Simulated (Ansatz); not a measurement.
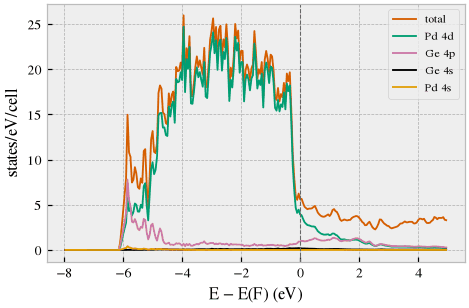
Fig. 1. Total and projected density of states of GePd₅ in space group C2/m (No. 12; Pearson symbol mS24), r²SCAN in the plane-wave PAW code Ansatz

Task: Which orbitals carry the states next to the Fermi level?

Result: Within 0.5 eV of the Fermi level: Pd 4d 81 %, Ge 4p 10 %, outside the projected shells 7 %. Projections are on Löwdin-orthogonalised atomic valence shells; empty p or d shells of many metals are not among them.

Task: Where is the tallest occupied peak in this window, and what makes it?

Result: Near -3.9 eV, about 26 states/eV per cell; the largest projected share is Pd 4d.

The first step of the workflow began from a Materials Project structure, measured or hypothetical; the Crystallography Open Database copy checked does not list it. Its standing as an ambient phase is unchecked. The cell was relaxed with r²SCAN under the symmetry of its start; its stability against distortions is not shown here. The run is not spin-polarised. Scalar-relativistic: spin–orbit coupling is off unless named, which matters more the heavier the elements.

Potentials: the later of the program's two PAW sets.
